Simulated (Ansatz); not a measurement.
System: Na₅ (charge −1).

```xyz
5

Na    0.4792   -0.1079   -2.5925
Na   -1.7929    2.7680   -1.5746
Na    1.5688   -2.1029   -0.1285
Na    0.4161   -1.2794    3.4066
Na   -0.6713    0.7223    0.8890
```

Geometry: PBE0/def2-SVPD.

The calculation used RKS PBE0/def2-TZVPD (Ansatz).

> Predict the electron density and electron localisation function between the atoms.

Na1···Na3 (3.35 Å): the density falls to about 0.05 e/Å³ on the way; the ELF peaks at about 0.70 between the atoms.
Na–Na (3.35 Å): ρ at the midpoint is about 0.05 e/Å³; the ELF peaks at about 0.70 between the atoms.
Na–Na (3.39 Å): the density is about 0.04 e/Å³ at the midpoint; the ELF peaks at about 0.70 between the atoms.

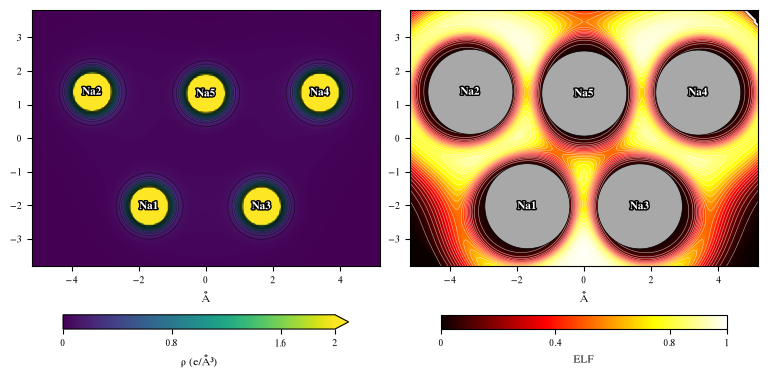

Computed electron density and electron localisation function on the molecular plane, in this order. Grey discs cover the atomic cores in the ELF map. 
